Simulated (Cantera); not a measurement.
A closed system holds: 1 mol TiO2, 34 mol HCl, 2.4 mol H2, equilibrated at 26.0 Pa.

Cantera equilibrium calculation (NASA polynomials, part measured and part estimated; ideal gas, pure solids and liquids). Candidate condensed phases: H2O, Ti, TiCl2, TiCl3, TiCl4, TiO, TiO2, Ti2O3, Ti3O5, Ti4O7; 23 gas species. Mutual solubility and eutectic melting of coexisting phases are not modelled. The tables' values for TiCl2 are old estimates; treat these amounts as uncertain. Condensed phases not in the tables: Magnéli phases beyond Ti4O7, TiOCl. Equilibrium is a limit: real reactors are often held back by kinetics, nucleation or transport.

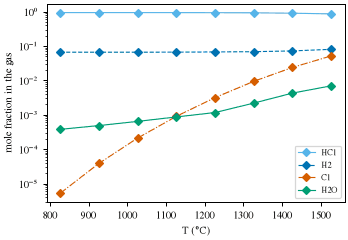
Figure: Equilibrium gas composition (values under 1e-9 drawn at 1e-9)

Task: Read off the mole fractions at 827 °C.

Result: HCl about 0.93, H2 about 0.066, H2O about 0.00038, Cl about 5.2e-6.
